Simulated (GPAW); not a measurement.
Consider CaBO3 (P2_1/m).

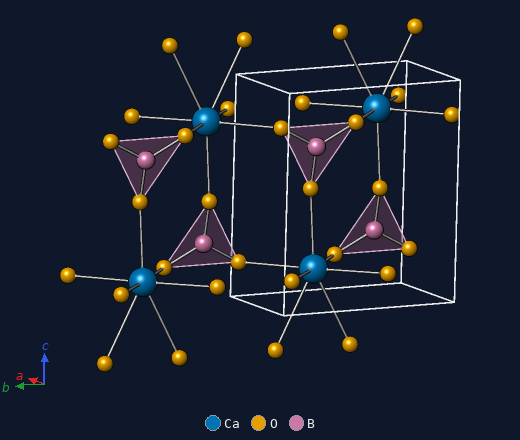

The structure (calcium blue, oxygen orange, boron pink). 1×2×1 cells are drawn. Some periodic images of atoms are drawn too.

```xyz
10
Lattice="3.6734 0.0000 0.0000 0.0000 5.4795 0.0000 -0.4051 0.0000 6.6223" Properties=species:S:1:pos:R:3 pbc="T T T"
Ca    0.8826    4.1096    1.1569
Ca    2.3857    1.3699    5.4655
O     2.7383    0.1729    1.1770
O     0.5300    2.9126    5.4453
O     0.5300    5.3066    5.4453
O     2.7383    2.5669    1.1770
O     1.0837    4.1096    3.4876
O     2.1846    1.3699    3.1347
B     0.6865    4.1096    4.7878
B     2.5817    1.3699    1.8345
```

Absorber: atom 9, with 1 O at 1.36 Å and 2 O at 1.37 Å (trigonal planar, site symmetry m). Method: GPAW, LDA, excited-electron core hole (neutral cell), 20-atom cell with 6.6 Å between holes, 4×4×3 k points, dipole transitions, Gaussian full width 0.9 eV up to 4 eV, rising linearly to 3.5 eV at 25 eV.

Question: Predict the near-edge structure at the B K edge.

Main maxima up to 24 eV above the zero (height): 4.3 eV (4.63) and 13.6 eV (3.62). A K edge sees empty p states; at this planar three-fold site the curve for the electric vector normal to the plane peaks at 4.3 eV, where it is mainly π* that absorbs: that direction carries over 70 % of the weight there. The total-energy difference is 190.21 eV. One term is added: -5.56 eV, since the hole is spin-paired here and a spin-polarised one costs that much less in the free atom (computed apart). The photon energy is then 184.65 eV. The functional leaves an error in such absolute values: in the free atom LDA prices this hole 2.2 eV below PBE (computed apart), and PBE is itself good to a few eV.

The B K spectrum (energy from the lowest empty level; intensity scaled to a mean of 1 over the first 20 eV; polarised curves are means over the symmetry-equivalent atoms):

```
E (eV)  isotropic  ε ∥ x  ε ∥ y  ε ∥ z
  -2.0       0.00   0.00   0.00   0.00
  -0.5       0.00   0.00   0.00   0.00
   1.0       0.00   0.00   0.00   0.00
   2.5       0.00   0.00   0.00   0.00
   4.0       3.73  10.44   0.00   0.75
   5.5       0.17   0.27   0.13   0.11
   7.0       0.39   0.50   0.37   0.30
   8.5       0.38   0.34   0.25   0.55
  10.0       0.46   0.40   0.39   0.59
  11.5       1.06   0.39   1.32   1.46
  13.0       3.18   0.54   5.01   4.00
  14.5       2.62   0.50   4.20   3.17
  16.0       0.75   0.44   0.99   0.84
  17.5       0.54   0.62   0.43   0.58
  19.0       0.54   0.60   0.42   0.61
  20.5       0.52   0.49   0.44   0.62
  22.0       0.47   0.44   0.37   0.59
  23.5       0.47   0.47   0.38   0.57
  25.0       0.48   0.48   0.44   0.52
  26.5       0.46   0.44   0.51   0.44
  28.0       0.46   0.39   0.55   0.44
  29.5       0.48   0.42   0.53   0.49
  31.0       0.48   0.51   0.49   0.43
```

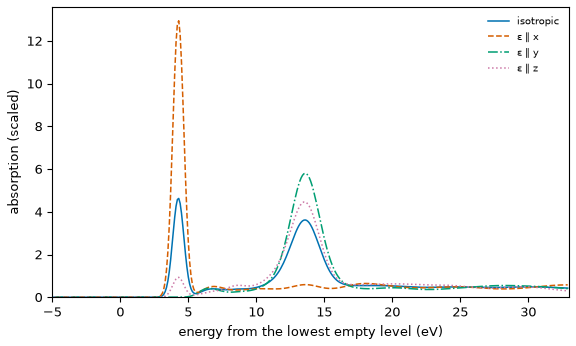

The B K edge.

The unit cell's mesh shows no gap over 0.35 eV. That is right for a metallic compound; for a small-gap or correlated insulator it would be the fault of the functional or of the assumed magnetic order, and the hole would be screened too well. The mesh is coarse (0.32 Å⁻¹ between points), so small maxima may be mesh ripples. The structure is a computed Materials Project entry and may be a hypothetical form.

[Banner, clock and machine lines of the logs are left out without a mark of their own.]

[Logs are printed without paths, hosts, clocks, repeated set-up lines and the standing remarks that a program may print on its own settings, such as how far it seeks lower states.]

[Hosts, paths, dates, database ids (printed as entryN), source tags and the programs' standing remarks are cut or masked in the printed files.]

[Lists of maxima count a maximum above −3 eV only where it reaches 4 % of the highest in the window and stands out from its surroundings by 2 % of it (1.5 % where it reaches 55 %); shoulders and weaker maxima are passed over, and of the rest the first, up to two pre-edge ones and the few strongest are named.]
